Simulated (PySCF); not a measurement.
C$_{3}$H$_{14}$FPSi$_{3}$

```yaml
atoms:
  - { symbol: C, position_ang: [-1.4789, 1.6852, -0.7021] }
  - { symbol: Si, position_ang: [0.0791, 0.7186, -0.1457] }
  - { symbol: P, position_ang: [1.9426, 2.0118, -0.1706] }
  - { symbol: C, position_ang: [-0.1569, 0.0304, 1.6170] }
  - { symbol: Si, position_ang: [1.2540, -1.0829, 2.2383] }
  - { symbol: C, position_ang: [0.4335, -0.6840, -1.4004] }
  - { symbol: Si, position_ang: [-0.9657, -1.9269, -1.6379] }
  - { symbol: F, position_ang: [-1.5445, -2.3269, -0.1857] }
  - { symbol: H, position_ang: [-1.6600, 2.5440, -0.0617] }
  - { symbol: H, position_ang: [-1.3726, 2.0529, -1.7191] }
  - { symbol: H, position_ang: [-2.3604, 1.0525, -0.6675] }
  - { symbol: H, position_ang: [1.4900, 2.8371, -1.1837] }
  - { symbol: H, position_ang: [1.4839, 2.8805, 0.8032] }
  - { symbol: H, position_ang: [-0.2757, 0.8639, 2.3093] }
  - { symbol: H, position_ang: [-1.0885, -0.5313, 1.6494] }
  - { symbol: H, position_ang: [2.5340, -0.3902, 2.0637] }
  - { symbol: H, position_ang: [1.2641, -2.3424, 1.4915] }
  - { symbol: H, position_ang: [1.0417, -1.3701, 3.6613] }
  - { symbol: H, position_ang: [0.6828, -0.2429, -2.3649] }
  - { symbol: H, position_ang: [1.3311, -1.2054, -1.0678] }
  - { symbol: H, position_ang: [-0.5225, -3.1929, -2.2057] }
  - { symbol: H, position_ang: [-2.1215, -1.3618, -2.3218] }
```

Geometry: GFN2-xTB.

Level of theory: PBE0/pcSseg-1, SCF density, gas phase, non-relativistic in PySCF.

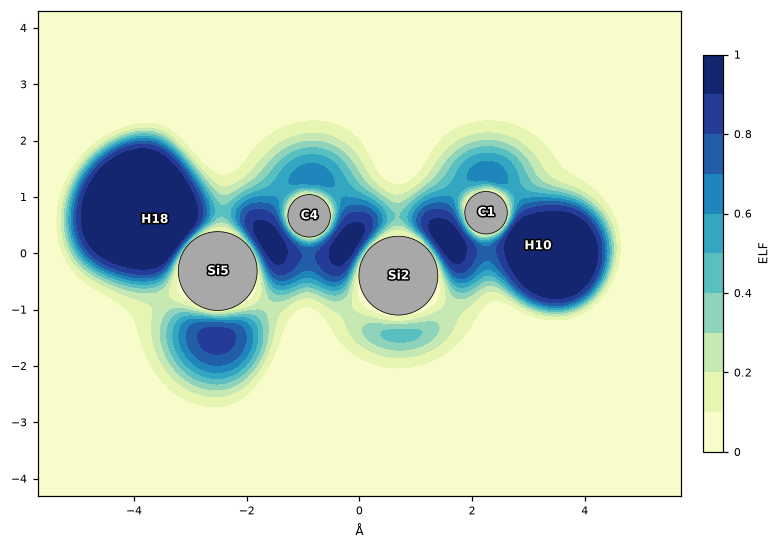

Figure 1. ELF on the plane of atoms C1, Si2 and C4. Grey discs cover the atomic cores.

Question: Interpret the plot.

Answer: Atoms in the plane: C, Si and H.
C–Si (1.92 Å): the ELF peaks at about 0.95 between the atoms, as expected for a covalent bond.
C–H (1.09 Å): the ELF climbs to about 1 towards the hydrogen, as it does in any bond to H; an ordinary covalent bond to hydrogen.
Si–H (1.47 Å): the ELF climbs to about 1 towards the hydrogen.

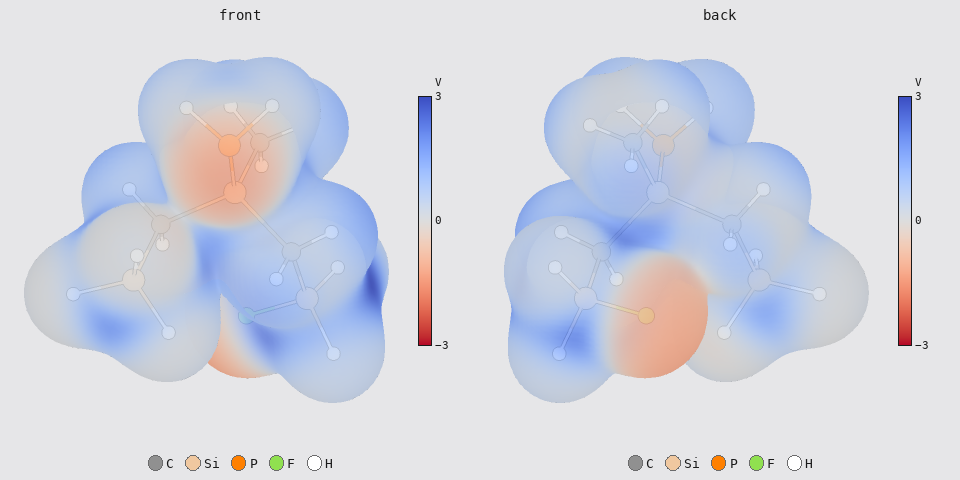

Figure 2. The molecular electrostatic potential painted on the density surface at 0.004 e/bohr³, seen from the front and from behind; red is negative and blue positive.

Question: Where is the surface potential most negative and most positive?

Answer: The most negative region (about −1.2 V, or −28 kcal/mol for a unit charge) lies over P3 and F8, the most positive (about +2.4 V, or +55 kcal/mol for a unit charge) over Si7.

Question: How polar is the molecule by this calculation?

Answer: Its dipole moment is 1.88 D.
